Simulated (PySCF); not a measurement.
Energy landscape of H₃N (cation, charge +1), doublet: map of symmetric stretch and umbrella angle. Scanned: N-H bond length and angle between the N-H bonds and the threefold axis (90 = planar).

Level of theory: PySCF with CCSD(T) on UHF/cc-pVDZ, 1 core orbital frozen.

Energy in kcal/mol above the lowest grid point; x is the N-H bond length (Å), y the angle between the N-H bonds and the threefold axis (90 = planar) (°).

| y \ x | 0.90 | 0.94 | 0.99 | 1.04 | 1.09 | 1.13 | 1.18 | 1.23 | 1.27 |
|---|---|---|---|---|---|---|---|---|---|
| 130 | 124.5 | 101.4 | 84.1 | 76.6 | 76.4 | 80.2 | 88.5 | 99.8 | 110.2 |
| 126 | 102.2 | 80.0 | 63.7 | 57.3 | 58.1 | 62.6 | 71.8 | 83.9 | 94.9 |
| 122 | 84.2 | 62.7 | 47.3 | 41.7 | 43.3 | 48.4 | 58.3 | 71.0 | 82.5 |
| 118 | 69.9 | 48.9 | 34.2 | 29.3 | 31.5 | 37.1 | 47.6 | 60.8 | 72.7 |
| 114 | 58.7 | 38.2 | 24.1 | 19.7 | 22.4 | 28.4 | 39.3 | 52.9 | 65.1 |
| 110 | 50.2 | 30.0 | 16.4 | 12.5 | 15.6 | 21.9 | 33.1 | 47.0 | 59.5 |
| 106 | 44.0 | 24.1 | 10.9 | 7.3 | 10.7 | 17.2 | 28.7 | 42.9 | 55.6 |
| 102 | 39.6 | 20.0 | 7.1 | 3.8 | 7.5 | 14.1 | 25.8 | 40.2 | 53.0 |
| 98 | 36.7 | 17.4 | 4.7 | 1.6 | 5.4 | 12.2 | 24.1 | 38.6 | 51.5 |
| 94 | 35.2 | 15.9 | 3.4 | 0.4 | 4.3 | 11.2 | 23.2 | 37.7 | 50.7 |
| 90 | 34.7 | 15.5 | 3.0 | 0.0 | 4.0 | 10.9 | 22.9 | 37.5 | 50.5 |

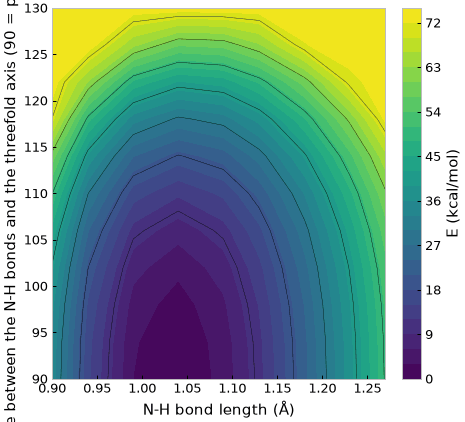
Fig. 1. Energy surface, cut off at 74 kcal/mol.

Points that lie below all their neighbours on the grid: x = 1.04, y = 90 on the edge of the grid (0.0 kcal/mol).
